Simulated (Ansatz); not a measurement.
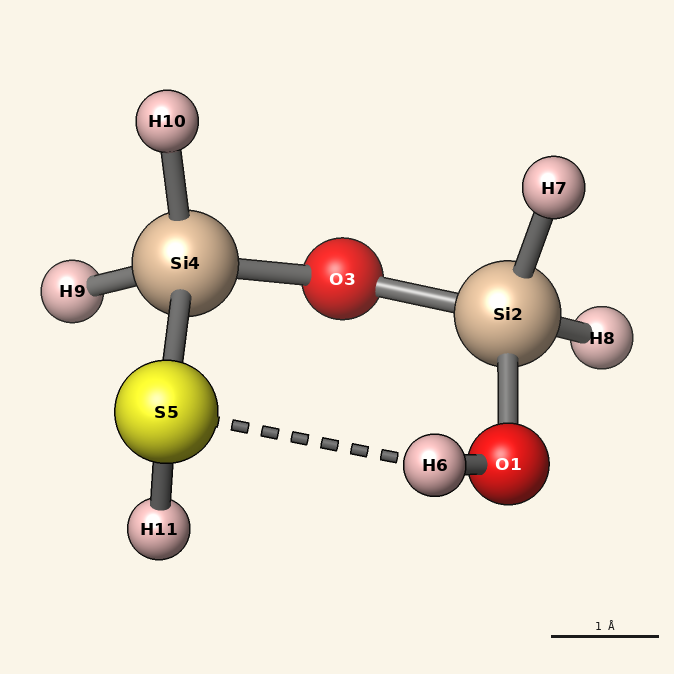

Broken lines mark hydrogen bonds. The geometry was computed by an optimisation with PBE-D4/def2-SVP. No frequency run is at hand to confirm it as a minimum.

Give donor, acceptor, H···A distance and D–H···A angle of each hydrogen bond.

```
   D–H···A  D–H (Å)  H···A (Å)  angle (°)            kind
O1–H6···S5     0.98       2.59        139  intramolecular
```
